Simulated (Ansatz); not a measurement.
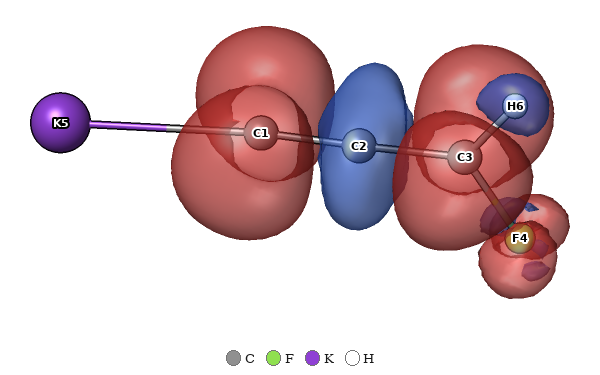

The picture shows: C$_{3}$HFK (SMILES FC=C=[C][K]) (doublet). Isosurfaces of the spin density at +0.015 (red) and −0.015 e/Å³ (blue), seen at an oblique angle.

Geometry: r2SCAN-D4/def2-SVP.

Method: Ansatz, isolated molecule in a Gaussian basis; Kohn-Sham density functional theory, functional PBE0.

```xyz
6

C    -1.1129    2.0042    0.4150
C     0.0224    2.3631   -0.0166
C     1.2485    2.7731   -0.4533
F     1.8104    2.2536   -1.5794
K    -3.4542    1.1112    1.1077
H     1.8921    3.5229    0.0169
```

**Which atoms carry the spin?**

The unpaired spin (1 electron) lies mostly on C3 (about 0.5), C1 (about 0.4) and F4 (about 0.1), in electrons by Hirshfeld's partition.
